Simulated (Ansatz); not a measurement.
**Run report: C$_{3}$H$_{11}$NO$_{3}$Ti, geometry relaxation (part 2 of 2)**

C$_{3}$H$_{11}$NO$_{3}$Ti; RKS PBE-D4/def2-SVP (Ansatz 0.2.0). The geometry: force-field start.

Geometry of the input (Å):
```
C  -0.9659  -1.3145  0.1842
C  -0.8215  0.0132  -0.6324
C  -1.5302  -0.0989  -2.0131
N  0.6834  0.2857  -0.8068
Ti 1.4348  0.5531  1.0416
O  2.9339  1.8351  0.9080
O  2.1252  -1.1504  1.7623
O  0.1308  1.3220  2.2840
H  -2.0934  -1.4676  0.3373
H  -0.5286  -2.1270  -0.3176
H  -0.5801  -1.1607  1.2039
H  -1.2597  0.8685  -0.0567
H  -2.6328  -0.2696  -1.8893
H  -1.0719  -0.9153  -2.5719
H  -1.3813  0.8329  -2.5609
H  0.7280  1.2209  -1.2858
H  2.5658  2.6295  0.4343
H  2.1470  -1.7208  0.9776
H  0.0747  0.6596  3.0574
```

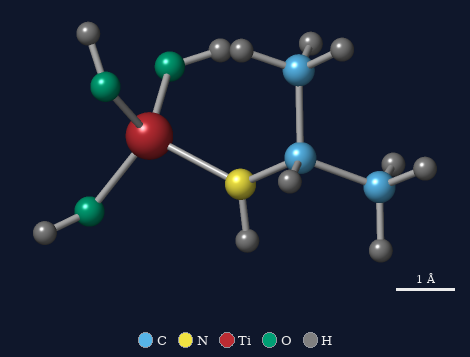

Figure 1. The geometry at step 11 of the log (ball-and-stick view, seen at a tilt).

### Trajectory as extended XYZ, continued
```
19
Properties=species:S:1:pos:R:3:forces:R:3 step=5 energy=-34013.06378
C    -1.2036   -1.2791    0.1911    0.2881   0.0969   0.2795
C    -0.9470    0.0360   -0.5644   -0.1328  -0.2629  -0.1998
C    -1.4342   -0.1173   -2.0125    0.0049   0.2613  -0.0630
N     0.4696    0.4197   -0.5248   -0.2853  -0.1787   0.2034
Ti    1.5686    0.6406    1.0018   -0.0905   0.0075   0.0404
O     2.8196    1.8750    0.5594   -0.0116   0.1766   0.0953
O     2.3591   -0.9263    1.4815   -0.0703   0.0000  -0.0630
O     0.4291    1.1786    2.3103    0.0391  -0.0780   0.0105
H    -2.2801   -1.5469    0.2055    0.0202   0.0626  -0.0552
H    -0.6359   -2.1161   -0.2705   -0.0242   0.0498  -0.0151
H    -0.8728   -1.1887    1.2476   -0.0009  -0.0198   0.0054
H    -1.5721    0.8276   -0.0723    0.0762  -0.0493  -0.0413
H    -2.5093   -0.3877   -2.0522    0.0170  -0.0063   0.0325
H    -0.8607   -0.8977   -2.5563    0.0262   0.0048   0.0769
H    -1.3170    0.8403   -2.5613    0.0041  -0.0030  -0.0773
H     0.7537    0.9195   -1.3714    0.0766   0.0464  -0.1506
H     2.8059    2.8060    0.8550    0.0156  -0.1479  -0.0676
H     2.1819   -1.7866    1.0629    0.0069   0.0057   0.0111
H     0.2034    0.6988    3.1266    0.0406   0.0342  -0.0222
19
Properties=species:S:1:pos:R:3:forces:R:3 step=6 energy=-34013.08074
C    -1.1549   -1.2595    0.2249   -0.0921  -0.0132  -0.1253
C    -0.9540    0.0322   -0.5837    0.0576   0.0473   0.1172
C    -1.4339   -0.1054   -2.0339   -0.0152  -0.1399   0.0641
N     0.4537    0.4236   -0.5344    0.0765   0.1779  -0.1507
Ti    1.5363    0.6299    1.0048    0.0181  -0.0584  -0.0025
O     2.8086    1.8531    0.5943   -0.0083   0.2633   0.0452
O     2.3006   -0.9548    1.4609   -0.0237  -0.0321  -0.0389
O     0.4118    1.1570    2.3268   -0.0382  -0.0330   0.0687
H    -2.2271   -1.5409    0.2538   -0.0069  -0.0396   0.0261
H    -0.5831   -2.0947   -0.2336   -0.0105   0.0152   0.0114
H    -0.8093   -1.1384    1.2738   -0.0135   0.0621  -0.0744
H    -1.5770    0.8235   -0.0933   -0.0154  -0.0076  -0.0151
H    -2.5078   -0.3801   -2.0725    0.0034  -0.0058  -0.0153
H    -0.8539   -0.8943   -2.5583   -0.0115   0.0043  -0.0141
H    -1.3109    0.8440   -2.5971    0.0167  -0.0064   0.0601
H     0.7525    0.9170   -1.3883    0.0008  -0.0739   0.1101
H     2.7606    2.8023    0.8264    0.0266  -0.2278  -0.0475
H     2.1159   -1.8057    1.0259    0.0082   0.0312   0.0174
H     0.2300    0.6870    3.1597    0.0274   0.0363  -0.0367
19
Properties=species:S:1:pos:R:3:forces:R:3 step=7 energy=-34013.09210
C    -1.2156   -1.1895    0.2542    0.0357   0.0345   0.0439
C    -0.9774    0.0559   -0.6085    0.0034  -0.0166  -0.0433
C    -1.4102   -0.1620   -2.0632    0.0273   0.0230   0.0046
N     0.4288    0.4575   -0.5282   -0.0364   0.0021   0.0249
Ti    1.5322    0.6177    1.0026   -0.0371  -0.0500  -0.0647
O     2.7522    1.9025    0.6092   -0.0107  -0.0364   0.0517
O     2.3700   -0.9573    1.3618   -0.0162   0.0808  -0.0010
O     0.4232    1.0345    2.3809    0.0487  -0.0842   0.1851
H    -2.2863   -1.4781    0.2679    0.0050  -0.0008  -0.0181
H    -0.6166   -2.0485   -0.1180   -0.0249   0.0329  -0.0060
H    -0.9092   -0.9733    1.2975   -0.0214  -0.0554   0.0397
H    -1.6251    0.8692   -0.1905    0.0279  -0.0079  -0.0058
H    -2.4836   -0.4338   -2.1239    0.0037  -0.0130   0.0045
H    -0.8181   -0.9706   -2.5420    0.0070   0.0030   0.0310
H    -1.2686    0.7666   -2.6549    0.0039  -0.0146  -0.0292
H     0.7633    0.9064   -1.3900   -0.0196   0.0183   0.0188
H     2.7265    2.8225    0.9257    0.0028  -0.0058  -0.0084
H     2.1946   -1.8092    0.9278   -0.0075   0.0022  -0.0170
H     0.3780    0.5852    3.2476    0.0086   0.0879  -0.2107
19
Properties=species:S:1:pos:R:3:forces:R:3 step=8 energy=-34013.10718
C    -1.2202   -1.1469    0.2815    0.0160   0.0364  -0.0008
C    -1.0052    0.0748   -0.6198   -0.0240   0.0345  -0.0601
C    -1.3779   -0.2183   -2.0792    0.0127  -0.0248   0.0305
N     0.3754    0.5371   -0.5144    0.0599   0.0244  -0.0604
Ti    1.5159    0.6144    0.9929    0.0662   0.0107   0.0354
O     2.7666    1.8742    0.6241   -0.0301  -0.0291  -0.0064
O     2.3233   -0.9873    1.2836   -0.0255  -0.0051  -0.0247
O     0.4901    1.0282    2.4361   -0.0073  -0.0423   0.0297
H    -2.2750   -1.4893    0.2595    0.0192   0.0143  -0.0049
H    -0.5685   -1.9852   -0.0457   -0.0199   0.0058   0.0164
H    -0.9653   -0.8890    1.3296   -0.0138  -0.0333   0.0217
H    -1.6907    0.8819   -0.2570   -0.0605  -0.0141   0.0042
H    -2.4387   -0.5296   -2.1623   -0.0148  -0.0092  -0.0131
H    -0.7430   -1.0286   -2.4963    0.0083   0.0104   0.0238
H    -1.2430    0.6838   -2.7123   -0.0004  -0.0095  -0.0010
H     0.6701    1.0761   -1.3399   -0.0062  -0.0190   0.0490
H     2.7684    2.7812    0.9760    0.0051   0.0150   0.0107
H     2.1145   -1.8185    0.8237    0.0072   0.0120   0.0002
H     0.4615    0.5365    3.2760    0.0079   0.0230  -0.0500
19
Properties=species:S:1:pos:R:3:forces:R:3 step=9 energy=-34013.11448
C    -1.2506   -1.0577    0.3319   -0.0049  -0.0297   0.0601
C    -1.0414    0.1131   -0.6399   -0.0782   0.0317  -0.1038
C    -1.3295   -0.3010   -2.1000    0.1280  -0.0519   0.0877
N     0.3162    0.6316   -0.4976    0.0603   0.1071  -0.1150
Ti    1.5052    0.6029    0.9801   -0.0332  -0.0533   0.1155
O     2.7522    1.8747    0.6448   -0.0302   0.2459   0.1345
O     2.3119   -1.0227    1.1461   -0.0860   0.0896  -0.0512
O     0.5485    0.9444    2.4993    0.0855  -0.0993  -0.0527
H    -2.2896   -1.4471    0.2666    0.0931   0.0184   0.0298
H    -0.5472   -1.8914    0.0891   -0.1335   0.1560   0.0617
H    -1.0659   -0.7298    1.3825   -0.0289  -0.0689  -0.2115
H    -1.7836    0.9165   -0.3678    0.1110  -0.1599  -0.0479
H    -2.3744   -0.6616   -2.2178    0.0695   0.0080   0.0340
H    -0.6366   -1.1167   -2.4219   -0.1331   0.1829   0.0760
H    -1.1976    0.5593   -2.7947    0.0183  -0.0851   0.0777
H     0.5898    1.2340   -1.2905   -0.0471  -0.1013   0.1443
H     2.7903    2.7579    1.0676   -0.0176  -0.2976  -0.1303
H     2.0778   -1.8310    0.6569    0.0176   0.0536   0.0164
H     0.5828    0.4204    3.3213    0.0093   0.0538  -0.1254
19
Properties=species:S:1:pos:R:3:forces:R:3 step=10 energy=-34013.12342
C    -1.2632   -1.0374    0.3449    0.0108   0.0129   0.0280
C    -1.0412    0.1194   -0.6404   -0.0398  -0.0089  -0.0996
C    -1.3177   -0.3135   -2.0938    0.0723  -0.0167   0.0962
N     0.3166    0.6387   -0.5002    0.0270   0.0487  -0.0313
Ti    1.5042    0.6027    0.9764   -0.0374  -0.0580   0.0556
O     2.7433    1.8839    0.6555   -0.0252  -0.2097  -0.0998
O     2.3177   -1.0193    1.1164   -0.0402   0.0942  -0.0017
O     0.5449    0.9160    2.4963    0.0584  -0.0062  -0.0936
H    -2.3026   -1.4218    0.2825    0.0487   0.0157   0.0113
H    -0.5659   -1.8768    0.1183   -0.0722   0.0855   0.0340
H    -1.0791   -0.6979    1.3886   -0.0214  -0.0434  -0.1228
H    -1.7828    0.9240   -0.3846    0.0615  -0.0797  -0.0254
H    -2.3595   -0.6790   -2.2121    0.0327   0.0007   0.0125
H    -0.6216   -1.1282   -2.3975   -0.0655   0.0902   0.0350
H    -1.1812    0.5365   -2.7973    0.0103  -0.0455   0.0381
H     0.5946    1.2318   -1.2959   -0.0420  -0.0557   0.0845
H     2.7753    2.7527    1.0829    0.0120   0.1982   0.1013
H     2.0933   -1.8170    0.6086    0.0028  -0.0066  -0.0187
H     0.5833    0.3809    3.3076    0.0071  -0.0159  -0.0036
19
Properties=species:S:1:pos:R:3:forces:R:3 step=11 energy=-34013.13193
C    -1.2961   -0.9922    0.3706    0.0301   0.0421  -0.0159
C    -1.0524    0.1318   -0.6469   -0.0159  -0.0160  -0.0850
C    -1.2868   -0.3506   -2.0903    0.0362   0.0090   0.0999
N     0.2971    0.6678   -0.4929   -0.0117  -0.0238   0.0458
Ti    1.4991    0.5993    0.9694   -0.0148  -0.0392   0.0291
O     2.7270    1.8943    0.6657   -0.0067  -0.0965  -0.0598
O     2.3260   -1.0189    1.0475   -0.0463   0.0087  -0.0284
O     0.5680    0.8649    2.5138    0.0410  -0.0442   0.0066
H    -2.3323   -1.3793    0.2977    0.0079   0.0031  -0.0019
H    -0.5952   -1.8370    0.1890   -0.0313   0.0394   0.0161
H    -1.1341   -0.6206    1.4041   -0.0080  -0.0187  -0.0514
H    -1.8043    0.9375   -0.4376    0.0273  -0.0337  -0.0128
H    -2.3202   -0.7324   -2.2221    0.0053  -0.0062  -0.0004
H    -0.5746   -1.1642   -2.3471   -0.0240   0.0323   0.0091
H    -1.1400    0.4764   -2.8175    0.0072  -0.0244   0.0207
H     0.5721    1.2678   -1.2818   -0.0196  -0.0063   0.0173
H     2.7685    2.7484    1.1254    0.0070   0.1003   0.0569
H     2.1142   -1.7974    0.5034    0.0165   0.0439   0.0165
H     0.6221    0.2999    3.3056   -0.0003   0.0303  -0.0624
19
Properties=species:S:1:pos:R:3:forces:R:3 step=12 energy=-34013.13935
C    -1.3488   -0.9155    0.4088    0.0310   0.0248  -0.0125
C    -1.0743    0.1547   -0.6576   -0.0072  -0.0482  -0.0355
C    -1.2346   -0.4173   -2.0791    0.0615   0.0259   0.0600
N     0.2593    0.7194   -0.4729   -0.0518  -0.0401   0.0317
Ti    1.4915    0.5961    0.9599   -0.0081  -0.0527   0.0334
O     2.7053    1.9091    0.6791    0.0139   0.1209   0.0648
O     2.3252   -1.0217    0.9327   -0.0885  -0.1178  -0.1434
O     0.6163    0.7879    2.5482    0.0506  -0.1127   0.0548
H    -2.3769   -1.3171    0.3093    0.0068  -0.0121   0.0094
H    -0.6326   -1.7624    0.3044   -0.0491   0.0719   0.0074
H    -1.2322   -0.4908    1.4276   -0.0071  -0.0200  -0.0535
H    -1.8457    0.9602   -0.5275    0.0541  -0.0630  -0.0221
H    -2.2541   -0.8274   -2.2371    0.0203   0.0007   0.0130
H    -0.4949   -1.2306   -2.2542   -0.0658   0.0742   0.0197
H    -1.0677    0.3680   -2.8481    0.0070  -0.0388   0.0340
H     0.5260    1.3392   -1.2482    0.0113   0.0212  -0.0121
H     2.7719    2.7327    1.1986   -0.0105  -0.1141  -0.0714
H     2.1397   -1.7550    0.3146    0.0434   0.1874   0.1453
H     0.6850    0.1662    3.2976   -0.0119   0.0926  -0.1231
19
Properties=species:S:1:pos:R:3:forces:R:3 step=13 energy=-34013.14302
C    -1.3737   -0.8819    0.4283    0.0385   0.0306  -0.0270
C    -1.0824    0.1624   -0.6591   -0.0219  -0.0159  -0.0473
C    -1.2070   -0.4429   -2.0700    0.0383   0.0035   0.0707
N     0.2420    0.7434   -0.4631   -0.0331  -0.0341   0.0353
Ti    1.4891    0.5946    0.9537   -0.0016  -0.0378   0.0293
O     2.6983    1.9146    0.6832    0.0051   0.0602   0.0295
O     2.3202   -1.0225    0.8786   -0.0671  -0.0803  -0.1097
O     0.6386    0.7483    2.5586    0.0403  -0.0973   0.0370
H    -2.3935   -1.3001    0.3131    0.0098  -0.0053   0.0019
H    -0.6446   -1.7211    0.3649   -0.0368   0.0480   0.0052
H    -1.2873   -0.4308    1.4383   -0.0007  -0.0161  -0.0489
H    -1.8617    0.9644   -0.5671    0.0418  -0.0447  -0.0091
H    -2.2201   -0.8633   -2.2408    0.0136  -0.0023   0.0061
H    -0.4596   -1.2552   -2.2065   -0.0486   0.0509   0.0044
H    -1.0257    0.3230   -2.8547    0.0061  -0.0273   0.0397
H     0.5064    1.3694   -1.2348    0.0024   0.0076   0.0017
H     2.7701    2.7258    1.2184   -0.0038  -0.0542  -0.0351
H     2.1416   -1.7310    0.2323    0.0297   0.1326   0.1124
H     0.7075    0.0986    3.2832   -0.0122   0.0818  -0.0960
19
Properties=species:S:1:pos:R:3:forces:R:3 step=14 energy=-34013.14585
C    -1.3913   -0.8494    0.4429    0.0133   0.0214   0.0092
C    -1.0895    0.1730   -0.6599   -0.0101  -0.0483  -0.0302
C    -1.1806   -0.4685   -2.0556    0.0181   0.0281   0.0393
N     0.2252    0.7691   -0.4512   -0.0162  -0.0054   0.0089
Ti    1.4885    0.5940    0.9474   -0.0104  -0.0259   0.0094
O     2.6946    1.9193    0.6849   -0.0056  -0.0161  -0.0117
O     2.3083   -1.0252    0.8257   -0.0257  -0.0021  -0.0273
O     0.6574    0.7086    2.5639    0.0297  -0.0488   0.0135
H    -2.4001   -1.2896    0.3120    0.0135   0.0011   0.0037
H    -0.6463   -1.6759    0.4179   -0.0256   0.0290  -0.0007
H    -1.3359   -0.3746    1.4434   -0.0031  -0.0184  -0.0288
H    -1.8770    0.9686   -0.6022    0.0265  -0.0209  -0.0046
H    -2.1873   -0.8986   -2.2385    0.0073  -0.0001   0.0040
H    -0.4273   -1.2790   -2.1560   -0.0199   0.0210   0.0038
H    -0.9840    0.2787   -2.8531    0.0027  -0.0125   0.0068
H     0.4871    1.4034   -1.2173   -0.0002   0.0005   0.0070
H     2.7697    2.7209    1.2310    0.0067   0.0178   0.0127
H     2.1271   -1.7103    0.1593    0.0083   0.0350   0.0293
H     0.7195    0.0312    3.2615   -0.0094   0.0446  -0.0442
19
Properties=species:S:1:pos:R:3:forces:R:3 step=15 energy=-34013.14675
C    -1.4059   -0.8306    0.4539    0.0113  -0.0015  -0.0171
C    -1.0951    0.1751   -0.6602   -0.0091   0.0155  -0.0092
C    -1.1606   -0.4834   -2.0473    0.0032  -0.0052   0.0173
N     0.2106    0.7859   -0.4415    0.0071  -0.0011   0.0048
Ti    1.4870    0.5944    0.9424    0.0004   0.0017  -0.0053
O     2.6922    1.9215    0.6824   -0.0065   0.0134   0.0102
O     2.2996   -1.0246    0.7902   -0.0089  -0.0040  -0.0078
O     0.6750    0.6873    2.5683    0.0105  -0.0283   0.0118
H    -2.4067   -1.2845    0.3127   -0.0028  -0.0022   0.0015
H    -0.6526   -1.6486    0.4538   -0.0015  -0.0042   0.0012
H    -1.3712   -0.3420    1.4473   -0.0010   0.0051  -0.0034
H    -1.8877    0.9655   -0.6262    0.0009   0.0013   0.0020
H    -2.1623   -0.9200   -2.2409    0.0003  -0.0036  -0.0020
H    -0.4037   -1.2921   -2.1236   -0.0019   0.0004  -0.0036
H    -0.9522    0.2523   -2.8522    0.0000  -0.0036   0.0107
H     0.4686    1.4280   -1.2025   -0.0017  -0.0032   0.0049
H     2.7775    2.7148    1.2404    0.0036  -0.0132  -0.0082
H     2.1161   -1.6957    0.1113    0.0032   0.0089   0.0075
H     0.7295   -0.0077    3.2479   -0.0071   0.0235  -0.0153
19
Properties=species:S:1:pos:R:3:forces:R:3 step=16 energy=-34013.14697
C    -1.4138   -0.8180    0.4592    0.0045  -0.0077   0.0132
C    -1.0993    0.1796   -0.6607   -0.0035   0.0007   0.0014
C    -1.1484   -0.4954   -2.0399    0.0008  -0.0093  -0.0065
N     0.2015    0.7984   -0.4365    0.0043   0.0024  -0.0015
Ti    1.4854    0.5959    0.9383   -0.0031   0.0053   0.0020
O     2.6902    1.9243    0.6823   -0.0050   0.0198   0.0172
O     2.2923   -1.0238    0.7655   -0.0020  -0.0051  -0.0038
O     0.6843    0.6733    2.5700    0.0090  -0.0119  -0.0027
H    -2.4107   -1.2794    0.3137    0.0045   0.0035   0.0013
H    -0.6559   -1.6323    0.4737   -0.0106   0.0133  -0.0017
H    -1.3905   -0.3197    1.4483   -0.0008  -0.0052  -0.0062
H    -1.8960    0.9668   -0.6412    0.0083  -0.0121  -0.0006
H    -2.1458   -0.9398   -2.2390    0.0049   0.0010   0.0013
H    -0.3864   -1.3013   -2.1005   -0.0089   0.0111   0.0038
H    -0.9355    0.2321   -2.8504    0.0010   0.0023  -0.0047
H     0.4577    1.4443   -1.1948   -0.0013   0.0003  -0.0011
H     2.7876    2.7073    1.2531    0.0023  -0.0198  -0.0152
H     2.1090   -1.6843    0.0765    0.0012   0.0034   0.0034
H     0.7323   -0.0324    3.2384   -0.0055   0.0080   0.0003
```

### Summary

- outcome: converged
- total energy: −34013.1471 eV
- mean-field energy: −34012.6706 eV
- dispersion energy: −0.4765 eV
- SCF solution under orbital rotations: stable
- largest force (length of the vector) at the end: 0.027 eV/Å
- dipole moment: 1.24 D
- hardware: 4 CPU threads, shared host
- wall time: 33 s (CPU time 41 s)
- peak memory: 0.86 GiB
